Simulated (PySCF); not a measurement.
C4H10OSSi (SMILES C=CS[SiH2]COC)

The calculation's input:

```
{"job": {"kind": "nmr", "xc": "PBE0", "basis": "pcSseg-1"}, "charge": 0, "multiplicity": 1}
C     -3.222432     0.745117    -0.007980
C     -2.050033     0.151497     0.122677
S     -1.846706    -1.597183    -0.054133
Si     0.196318    -1.882140     0.549036
C      1.380364    -0.764441    -0.447215
O      1.163281     0.551510     0.027067
C      1.983225     1.509674    -0.588282
H     -4.117412     0.186839    -0.219534
H     -3.318927     1.812356     0.094746
H     -1.140106     0.689750     0.330864
H      0.329495    -1.548269     1.962498
H      0.429684    -3.284109     0.232659
H      1.198395    -0.812279    -1.530515
H      2.427945    -1.054643    -0.285688
H      1.719207     2.474518    -0.158894
H      1.817248     1.533354    -1.672787
H      3.043454     1.300480    -0.398032
```

Run with:

```sh
OMP_NUM_THREADS=1 python probes_run.py task.json out
```

Geometry: GFN2-xTB.

These are results of PBE0/pcSseg-1, SCF density, gas phase, non-relativistic (PySCF 2.14.0), not measurements.

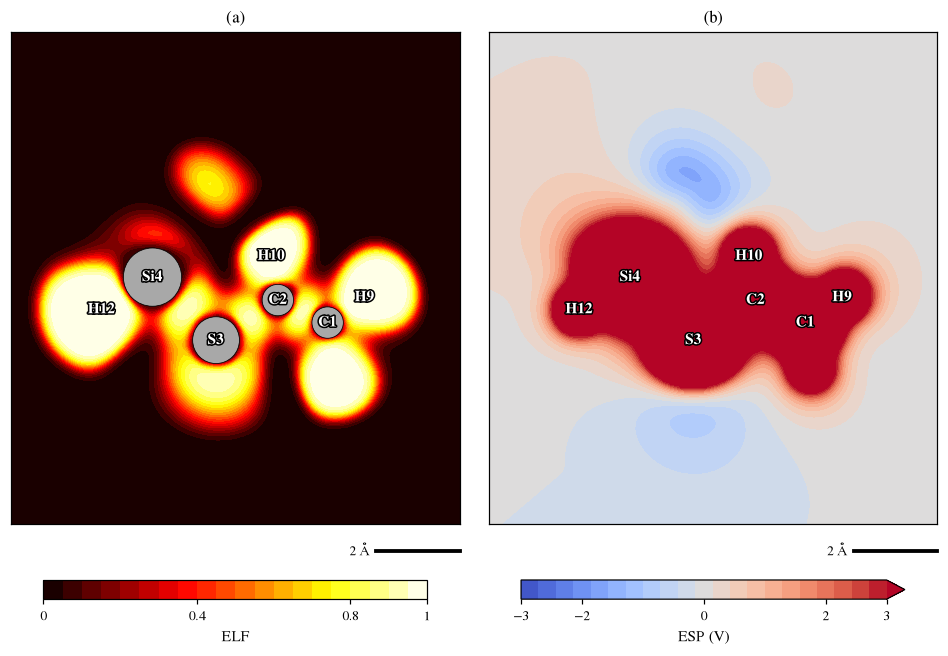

Figure 1. (a) electron localisation function; (b) molecular electrostatic potential on the plane of atoms C2, S3 and Si4. Grey discs cover the atomic cores in the ELF map.

> What does the map show?

- Atoms in the plane: C, S, Si and H.
- C–C (1.32 Å): the ELF peaks at about 0.95 between the atoms: a multiple bond.
- C–S (1.77 Å): the ELF peaks at about 0.90 between the atoms (a covalent bond).
- Si–S (2.15 Å): the ELF peaks at about 0.95 between the atoms, as expected for a covalent bond.
- C–H (1.08 Å): the ELF climbs to about 1 towards the hydrogen, as it does in any bond to H: a covalent bond by its length.
- Si–H (1.46 Å): the ELF climbs to about 1 towards the hydrogen.
- The ELF also peaks beside S3, away from the bonds: lone-pair regions.
- Outside the dense part of the molecule the potential is most negative (−1.6 V) near O6, which lies off the plane.

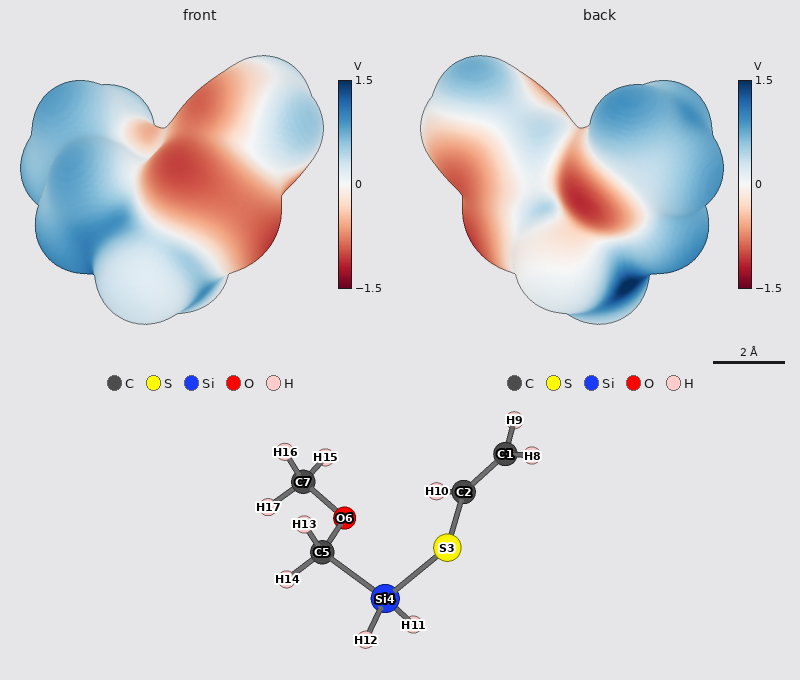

Figure 2. The molecular electrostatic potential painted on the density surface at 0.002 e/bohr³, seen from the front and from behind; red is negative and blue positive. The bare structure is drawn below in the same view.

> Describe the electrostatic potential map.

The most negative region (about −1.1 V) lies over S3 and O6, the most positive (about +1.4 V) over Si4.
